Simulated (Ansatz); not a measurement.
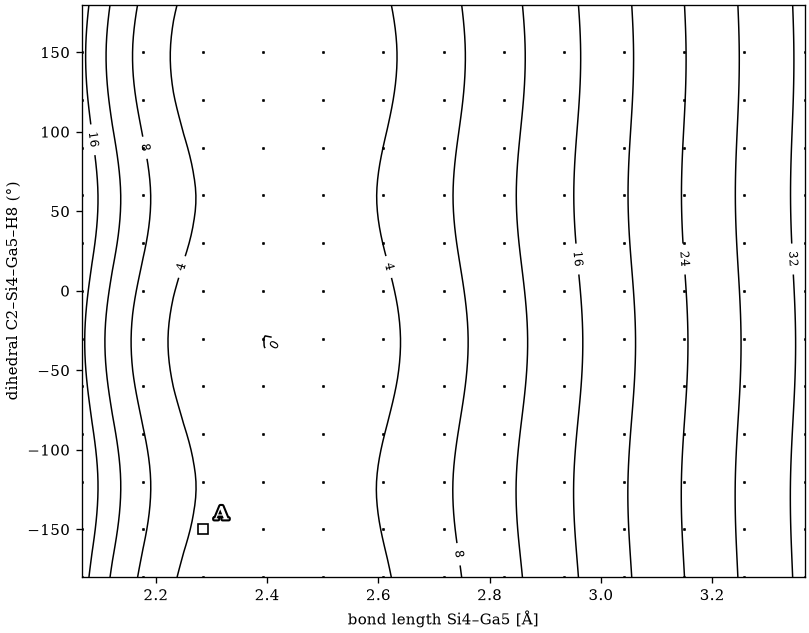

C2H4ClGaSi, SMILES ClC1=C[SiH]1[GaH2]. First axis: bond length Si4–Ga5. Second axis: dihedral C2–Si4–Ga5–H8. Nothing is relaxed (all other coordinates rigid). The grid has 13 × 12 points. Points are written as (first, second). Energies: kcal/mol, counted from the lowest grid point. Computed with RKS PBE-D4/def2-TZVP in Ansatz 0.2.0.

Drawn: contour lines labelled in kcal/mol, dots at the grid points, the point A. Between grid points the surface is interpolated.

**Is A at rest? If not, where is it pushed?**

A, at (2.284 Å, −150°), is not a stationary point. The computed force is 31 kcal/mol for each Å towards larger values of bond length Si4–Ga5 and 0.027 kcal/mol for each degree towards smaller values of dihedral C2–Si4–Ga5–H8.
